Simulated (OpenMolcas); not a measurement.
# Excited-state calculation, with input and output: HSO$_{3}$ (part 2 of 2)

Continued. System: HSO$_{3}$, multiplicity 2, SMILES O=[S](=O)O. Method: CASSCF/ANO-RCC-VDZP, DKH2 (OpenMolcas 26.06). The geometry comes from this level: GFN2-xTB.

Geometry of the input (Å):
```
O  0.0000  0.0000  0.0000
S  0.0000  0.0000  1.4395
O  1.2640  0.0000  2.1515
O  -0.8328  1.3489  1.9333
H  -0.5858  1.6638  2.8072
```

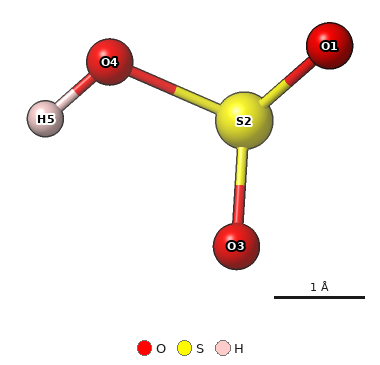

Figure 1. The structure (ball-and-stick view, seen at a tilt; atoms are numbered from 1 in the order of the input).

## Output, continued
```
      Charge (e):
                      =   -0.0000
      Dipole Moment (debye):
      Origin of the operator (angstrom)=    0.0779    0.2872    1.4104
                   X= -1.4014E+00               Y=  1.2833E-01               Z=  2.6669E+00           Total=  3.0154E+00
      Quadrupole Moment (debye*angstrom):
      Origin of the operator (angstrom)=    0.0779    0.2872    1.4104
                  XX= -3.2134E+01              XY=  1.5050E+00              XZ= -2.2294E+00              YY= -2.7967E+01
                  YZ=  2.0662E+00              ZZ= -2.9482E+01
      In traceless form (debye*angstrom)
                  XX= -3.4091E+00              XY=  2.2574E+00              XZ= -3.3441E+00              YY=  2.8405E+00
                  YZ=  3.0993E+00              ZZ=  5.6857E-01
--

      Mulliken spin population analysis for root number:  1
      ---------------------------------------------------

++    Molecular charges:
      ------------------

      Mulliken spin population per centre
      ---------------------------

                O1      S2      O3      O4      H5
      Total    0.2624  0.4501  0.2320  0.0429  0.0125

      Total electronic spin=    1.000000
--

      LoProp population analysis for root number:  1
      -----------------------------------------------

++    LoProp analysis:
      ----------------

++    Static properties:
      ------------------

      LoProp Charges per center

                   O1       S2       O3       O4       H5
      Nuclear      8.0000  16.0000   8.0000   8.0000   1.0000
      Electronic  -8.7039 -14.2970  -8.6710  -8.6852  -0.6429

      Total       -0.7039   1.7030  -0.6710  -0.6852   0.3571
--

      Natural Bond Order analysis for root number:  1

++    Natural Bond Order analysis
      ---------------------------
      Based on LoProp computed density
      -------------------------------------------------------------------------------------
      Atom A       Atom B       Bond Order
      -------------------------------------------------------------------------------------
      NBO located      0.998 non-bonded electrons on atom O1
      NBO located      0.968 non-bonded electrons on atom O1
      NBO located      0.991 non-bonded electrons on atom S2
      NBO located      1.000 non-bonded electrons on atom S2
      NBO located      1.000 non-bonded electrons on atom S2
      NBO located      0.998 non-bonded electrons on atom S2
      NBO located      0.998 non-bonded electrons on atom S2
      NBO located      0.998 non-bonded electrons on atom O3
      NBO located      1.005 non-bonded electrons on atom O3
      NBO located      0.998 non-bonded electrons on atom O4
      The remaining   11.821 electrons are to be considered as diffuse
--

--

      Von Neumann Entropy (Root   2) =  0.86922

      Mulliken population analysis for root number:  2
      -----------------------------------------------

++    Molecular charges:
      ------------------

      Mulliken charges per centre
      ---------------------------

                O1      S2      O3      O4      H5
      Total    8.2416 15.2610  8.2289  8.3672  0.9014

      N-E     -0.2416  0.7390 -0.2289 -0.3672  0.0986

      Total electronic charge=   41.000000

      Total            charge=   -0.000000
--

      Expectation values of various properties for root number:  2
      -----------------------------------------------------------

++    Molecular properties:
      ---------------------

      Charge (e):
                      =   -0.0000
      Dipole Moment (debye):
      Origin of the operator (angstrom)=    0.0779    0.2872    1.4104
                   X=  4.6162E-01               Y=  6.6789E-01               Z=  1.6567E+00           Total=  1.8450E+00
      Quadrupole Moment (debye*angstrom):
      Origin of the operator (angstrom)=    0.0779    0.2872    1.4104
                  XX= -3.1483E+01              XY=  5.3948E-01              XZ= -5.7380E-01              YY= -2.9658E+01
                  YZ=  2.7065E+00              ZZ= -2.7080E+01
      In traceless form (debye*angstrom)
                  XX= -3.1136E+00              XY=  8.0922E-01              XZ= -8.6069E-01              YY= -3.7711E-01
                  YZ=  4.0598E+00              ZZ=  3.4907E+00
--

      Mulliken spin population analysis for root number:  2
      ---------------------------------------------------

++    Molecular charges:
      ------------------

      Mulliken spin population per centre
      ---------------------------

                O1      S2      O3      O4      H5
      Total    0.4584 -0.0369  0.5766  0.0019  0.0000

      Total electronic spin=    1.000000
--

      LoProp population analysis for root number:  2
      -----------------------------------------------

++    LoProp analysis:
      ----------------

++    Static properties:
      ------------------

      LoProp Charges per center

                   O1       S2       O3       O4       H5
      Nuclear      8.0000  16.0000   8.0000   8.0000   1.0000
      Electronic  -8.5266 -14.6248  -8.4786  -8.7213  -0.6488

      Total       -0.5266   1.3752  -0.4786  -0.7213   0.3512
--

      Natural Bond Order analysis for root number:  2

++    Natural Bond Order analysis
      ---------------------------
      Based on LoProp computed density
      -------------------------------------------------------------------------------------
      Atom A       Atom B       Bond Order | Atom A       Atom B       Bond Order
        O1           S2             0.802  |   S2           O3             0.775
      -------------------------------------------------------------------------------------
      NBO located      3.155 electrons involved in    2 bonds.
      NBO located      1.007 non-bonded electrons on atom O1
      NBO located      0.988 non-bonded electrons on atom O1
      NBO located      0.901 non-bonded electrons on atom O1
      NBO located      1.000 non-bonded electrons on atom S2
      NBO located      0.999 non-bonded electrons on atom S2
      NBO located      0.999 non-bonded electrons on atom S2
      NBO located      0.991 non-bonded electrons on atom S2
      NBO located      0.994 non-bonded electrons on atom S2
      NBO located      0.997 non-bonded electrons on atom O3
      NBO located      0.998 non-bonded electrons on atom O4
      The remaining    8.469 electrons are to be considered as diffuse
--

--

      Von Neumann Entropy (Root   3) =  0.80522

      Mulliken population analysis for root number:  3
      -----------------------------------------------

++    Molecular charges:
      ------------------

      Mulliken charges per centre
      ---------------------------

                O1      S2      O3      O4      H5
      Total    8.4981 15.1530  8.1034  8.3451  0.9005

      N-E     -0.4981  0.8470 -0.1034 -0.3451  0.0995

      Total electronic charge=   41.000000

      Total            charge=   -0.000000
--

      Expectation values of various properties for root number:  3
      -----------------------------------------------------------

++    Molecular properties:
      ---------------------

      Charge (e):
                      =   -0.0000
      Dipole Moment (debye):
      Origin of the operator (angstrom)=    0.0779    0.2872    1.4104
                   X=  1.4738E+00               Y=  6.4800E-01               Z=  3.8292E+00           Total=  4.1539E+00
      Quadrupole Moment (debye*angstrom):
      Origin of the operator (angstrom)=    0.0779    0.2872    1.4104
                  XX= -3.0575E+01              XY= -1.9053E-01              XZ= -4.9254E-01              YY= -2.8060E+01
                  YZ=  2.2474E+00              ZZ= -2.9689E+01
      In traceless form (debye*angstrom)
                  XX= -1.7009E+00              XY= -2.8580E-01              XZ= -7.3881E-01              YY=  2.0715E+00
                  YZ=  3.3711E+00              ZZ= -3.7061E-01
--

      Mulliken spin population analysis for root number:  3
      ---------------------------------------------------

++    Molecular charges:
      ------------------

      Mulliken spin population per centre
      ---------------------------

                O1      S2      O3      O4      H5
      Total    0.1024  0.0577  0.8255  0.0148 -0.0004

      Total electronic spin=    1.000000
--

      LoProp population analysis for root number:  3
      -----------------------------------------------

++    LoProp analysis:
      ----------------

++    Static properties:
      ------------------

      LoProp Charges per center

                   O1       S2       O3       O4       H5
      Nuclear      8.0000  16.0000   8.0000   8.0000   1.0000
      Electronic  -8.7768 -14.5564  -8.3248  -8.6938  -0.6482

      Total       -0.7768   1.4436  -0.3248  -0.6938   0.3518
--

      Natural Bond Order analysis for root number:  3

++    Natural Bond Order analysis
      ---------------------------
      Based on LoProp computed density
      -------------------------------------------------------------------------------------
      Atom A       Atom B       Bond Order | Atom A       Atom B       Bond Order
        O1           S2             0.786  |   S2           O3             0.775
      -------------------------------------------------------------------------------------
      NBO located      3.122 electrons involved in    2 bonds.
      NBO located      1.001 non-bonded electrons on atom O1
      NBO located      0.946 non-bonded electrons on atom O1
      NBO located      0.934 non-bonded electrons on atom O1
      NBO located      1.000 non-bonded electrons on atom S2
      NBO located      0.999 non-bonded electrons on atom S2
      NBO located      0.999 non-bonded electrons on atom S2
      NBO located      0.991 non-bonded electrons on atom S2
      NBO located      0.993 non-bonded electrons on atom S2
      NBO located      1.001 non-bonded electrons on atom O3
      NBO located      0.983 non-bonded electrons on atom O3
      NBO located      0.998 non-bonded electrons on atom O4
      The remaining    7.492 electrons are to be considered as diffuse
--

--

      Average orbitals are written to the RASORB file
      Natural orbitals for root   1 are written to the RASORB.1 file
      Natural orbitals for root   2 are written to the RASORB.2 file
      Natural orbitals for root   3 are written to the RASORB.3 file
      Spin density orbitals for root   1 are written to the SPDORB.1 file
      Spin density orbitals for root   2 are written to the SPDORB.2 file
      Spin density orbitals for root   3 are written to the SPDORB.3 file

--- Stop Module: rasscf /rc=_RC_ALL_IS_WELL_ ---
           step8.RasOrb.3 step8.rasscf.h5 step8.SpdOrb.1 step8.SpdOrb.2 step8.SpdOrb.3 xmldump
--- Module rasscf spent 2 seconds ---

--- Start Module: rassi ---

                                               &RASSI

                       available to each process: 1.9 GB of memory, 1 thread

      ********************************************************************************
      *                             General data section                             *
      ********************************************************************************

   Specific data for JOBIPH file JOBIPH
   -------------------------------------

   Header from SEWARD:

   CASSCF title (first line only):
       (No title given)

  STATE IRREP:                1
  SPIN MULTIPLICITY:          2
  ACTIVE ELECTRONS:           9
  MAX RAS1 HOLES:             0
  MAX RAS3 ELECTRONS:         0
  NR OF CONFIG:            2352

   The following data are common to all the states:
   ------------------------------------------------
   (note: frozen counts as inactive, deleted as secondary)

      Nr of irreps: 1

                 Total     No./Irrep
      Irrep                  1
                             a

      INACTIVE      16      16
      ACTIVE         8       8
      SECONDARY     41      41
      BASIS         65      65

      RAS1           0       0
      RAS2           8       8
      RAS3           0       0

        MATRIX ELEMENTS WILL BE COMPUTED FOR THE FOLLOWING ONE-ELECTRON OPERATORS, UNLESS ZERO BY SYMMETRY.
   (Herm=Hermitian, Anti=Antihermitian, Sing=Singlet operator, Trip=Triplet operator)
     MLTPL  0   1 (HERMSING)     MLTPL  1   1 (HERMSING)     MLTPL  1   2 (HERMSING)
     MLTPL  1   3 (HERMSING)     MLTPL  2   1 (HERMSING)     MLTPL  2   2 (HERMSING)
     MLTPL  2   3 (HERMSING)     MLTPL  2   4 (HERMSING)     MLTPL  2   5 (HERMSING)
     MLTPL  2   6 (HERMSING)     VELOCITY   1 (ANTISING)     VELOCITY   2 (ANTISING)
     VELOCITY   3 (ANTISING)     ANGMOM     1 (ANTISING)     ANGMOM     2 (ANTISING)
     ANGMOM     3 (ANTISING)     MLTPV  2   1 (ANTISING)     MLTPV  2   2 (ANTISING)
     MLTPV  2   3 (ANTISING)     MLTPV  2   4 (ANTISING)     MLTPV  2   5 (ANTISING)
     MLTPV  2   6 (ANTISING)

       EIGENSTATES OF A SPIN-FREE HAMILTONIAN WILL BE COMPUTED BASED ON:

  A Hamiltonian matrix computed by RASSI.

  Nr of states:                    3

   State:        1   2   3
  JobIph:        1   1   1
 Root nr:        1   2   3

  HAMILTONIAN MATRIX FOR THE ORIGINAL STATES:

  Diagonal, with energies
   -624.02012061   -623.92465660   -623.88125115

      OVERLAP MATRIX FOR THE ORIGINAL STATES:

  Diagonal, with elements
      1.00000000      1.00000000      1.00000000

::    RASSI State    1     Total energy:    -624.02012060787763
::    RASSI State    2     Total energy:    -623.92465659727725
::    RASSI State    3     Total energy:    -623.88125115264700

      ****************************************************************************************************
      *                                         Spin-free section                                        *
      *                 Note: index according to input order, order according to energy.                 *
      ****************************************************************************************************

  SPIN-FREE ENERGIES:
  (Shifted by EMIN (a.u.) =       -624.0201206079)

 SF State       Relative EMIN(au)   Rel lowest level(eV)    D:o, cm**(-1)

     1             0.0000000000        0.0000000000              0.0000
     2             0.0954640106        2.5977080650          20951.9285
     3             0.1388694552        3.7788303840          30478.3225

++ Dipole transition strengths (spin-free states):
   -----------------------------------------------
     for osc. strength at least  1.00000000E-05

      From   To        Osc. strength     Einstein coefficients Ax, Ay, Az (sec-1)    Total A (sec-1)
     -----------------------------------------------------------------------------------------------
         1    2       7.22286752E-03  4.82881892E+05  1.77292433E+04  1.61433779E+06  2.11494893E+06
         1    3       2.73596352E-02  3.85973033E+06  1.03424012E+06  1.20585645E+07  1.69525350E+07
         2    3       3.55720370E-03  3.36286680E+04  6.36624021E+03  1.75336826E+05  2.15331734E+05
     -----------------------------------------------------------------------------------------------
--

++ Velocity transition strengths (spin-free states):
   -------------------------------------------------
     for osc. strength at least  1.00000000E-05

      From   To        Osc. strength     Einstein coefficients Ax, Ay, Az (sec-1)    Total A (sec-1)
     -----------------------------------------------------------------------------------------------
         1    2       4.85341006E-03  4.82012629E+05  4.15156018E+04  8.97612938E+05  1.42114117E+06
         1    3       2.04944540E-02  5.50885621E+06  2.45041747E+06  4.73946830E+06  1.26987420E+07
         2    3       2.54839387E-03  9.20529616E+04  2.98802630E+03  5.92234612E+04  1.54264449E+05
     -----------------------------------------------------------------------------------------------
--

++ Length and velocity gauge comparison (spin-free states):
   --------------------------------------------------------

 --------------------------------------------------
 A comparison between the dipole oscillator strengths in
 length and velocity gauge will be performed

     All dipole oscillator differences above the tolerance of   1.00000000E-01  will be printed

 Due to basis set deficiency these oscillator may be problematic

 The tolerance is defined as ABS(1-O_l/O_v)
 O_l : dipole oscillator strength in length gauge
 O_p : dipole oscillator strength in velocity gauge
 --------------------------------------------------

  Problematic transitions have been found

      From   To       Difference (%) Osc. st. (len.) Osc. st. (vel.)
     ---------------------------------------------------------------
         1    2            48.820467  7.22286752E-03  4.85341006E-03
         1    3            33.497751  2.73596352E-02  2.04944540E-02
         2    3            39.586104  3.55720370E-03  2.54839387E-03
     ---------------------------------------------------------------

 Number of problematic transitions =                     3

--

 Electric-dipole - electric-octupole not included
 Electric-dipole - magnetic-quadrupole not included

      ****************************************************************************************************
      *                                    Special properties section                                    *
      ****************************************************************************************************

--- Stop Module: rassi /rc=_RC_ALL_IS_WELL_ ---

.##################.
.# Happy landing! #.
.##################.

    Timing: Wall=5.89 User=5.16 System=0.73
```

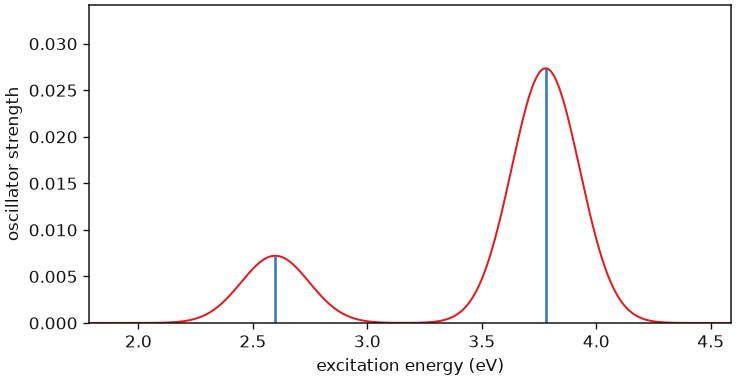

Figure 2. Computed excitations as sticks (degenerate states added up, dark ones marked on the axis), with a Gaussian envelope of 0.35 eV full width at half maximum, scaled to the tallest. Of the 2 states the lowest lies at 2.60 eV (f = 0.007); the strongest line is at 3.78 eV, or 328 nm (f = 0.027).

## Summary

- outcome: converged
- total energy: −624.020121 hartree
- CASSCF energy: −624.020121 hartree
- basis functions: 65
- lowest singlet excitation: 2.60 eV
- hardware: 1 thread of Arm Neoverse V1, 24 GiB of memory available, shared host
- wall time: 6.3 s
- peak memory: 0.083 GiB
